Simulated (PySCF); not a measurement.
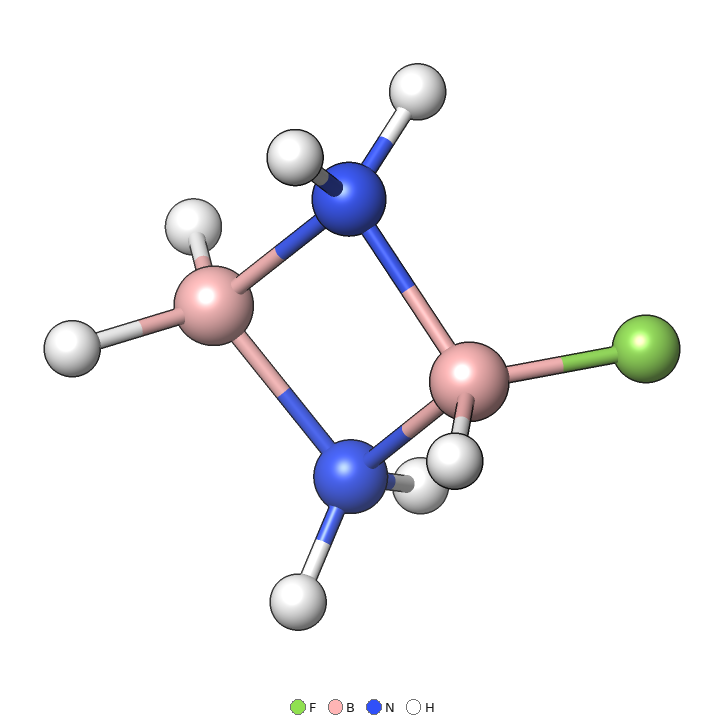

Every bond is drawn as one stick, whatever its order.

Computed geometry: PBE0-D3(BJ)/def2-SVP optimisation. No frequency run is at hand to confirm it as a minimum.

What does the picture show?

The molecule is B₂FH₇N₂. SMILES: `F[BH-]1[NH2+][BH2-][NH2+]1`. Independent rings (smallest set): 1 of 4 members. Among its groups: B–H bond. This geometry has Cs symmetry.

More results for the same structure follow; atom numbers are the same in all pictures, views and colours differ.

**Electronic properties**

No frequency run is at hand to confirm it as a minimum. Properties computed with CAM-B3LYP/pcSseg-2, gas phase (PySCF 2.14.0).

What does the calculation give?

- dipole moment: 0.76 D
- HOMO energy (Kohn–Sham orbital): −9.53 eV
- LUMO energy (Kohn–Sham orbital): 1.03 eV
- HOMO–LUMO gap: 10.55 eV

**NMR shielding**

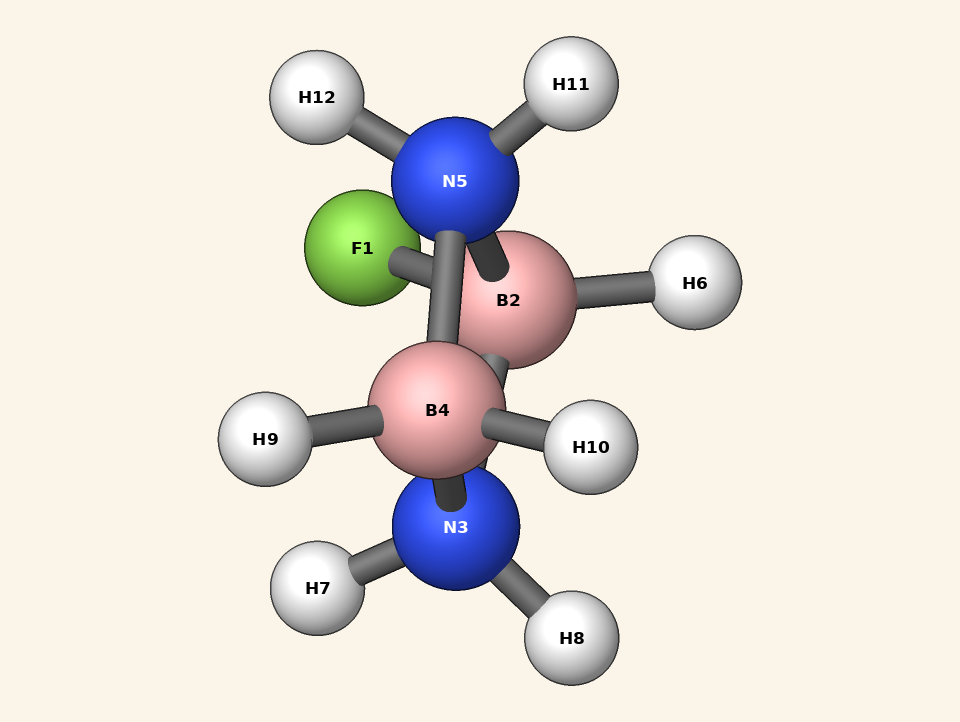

No frequency run is at hand to confirm it as a minimum. Properties computed with GIAO CAM-B3LYP/pcSseg-2 NMR shielding, non-relativistic, gas phase (PySCF 2.14.0). Principal shieldings σ11 ≤ σ22 ≤ σ33, span Ω = σ33 − σ11, skew κ = 3(σiso − σ22)/Ω.

> Which B atom has the most anisotropic shielding?

B4, with a span of 22 ppm.

Give the shielding tensors of the B atoms.

```json
{"atom": "B2", "σ11": "94.2", "σ22": "96.7", "σ33": "107.4", "σiso": "99.4", "Ω": "13.2", "κ": "0.63"}
{"atom": "B4", "σ11": "104.1", "σ22": "110.9", "σ33": "126.4", "σiso": "113.8", "Ω": "22.3", "κ": "0.39"}
```

Shieldings and span in ppm.

**Quadrupole coupling**

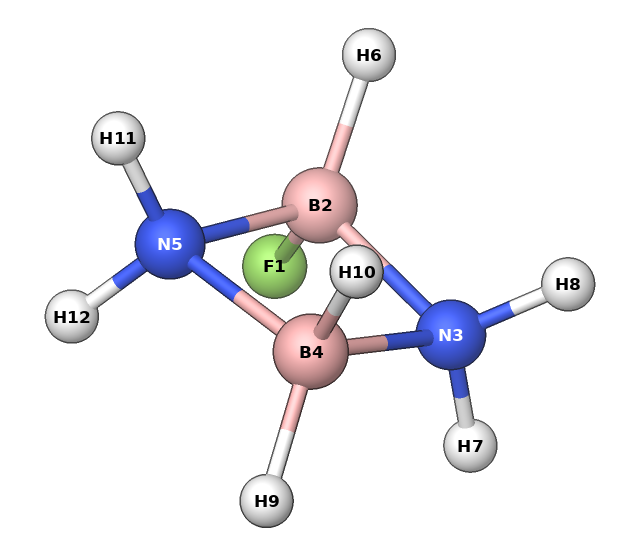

No frequency run is at hand to confirm it as a minimum. Electric field gradients from the ground-state density, PBE0/STO-3G (PySCF 2.14.0), non-relativistic apart from any core potentials.

Give the largest field-gradient component, the quadrupole coupling constant and the asymmetry for 11B at B2 (Q = 40.59 mb), 14N at N3 (Q = 20.44 mb), 11B at B4 (Q = 40.59 mb), 2H at H6 (Q = 2.86 mb), 2H at H7 (Q = 2.86 mb), 2H at H8 (Q = 2.86 mb), 2H at H9 (Q = 2.86 mb).

```
atom  V_zz (a.u.)  e²qQ/h (MHz)     η
  B2       −0.148         −1.41  0.21
  N3       −0.721         −3.46  0.57
  B4       −0.221         −2.11  0.47
  H6        0.160         0.108  0.02
  H7        0.397         0.267  0.08
  H8        0.407         0.273  0.07
  H9        0.158         0.106  0.05
```
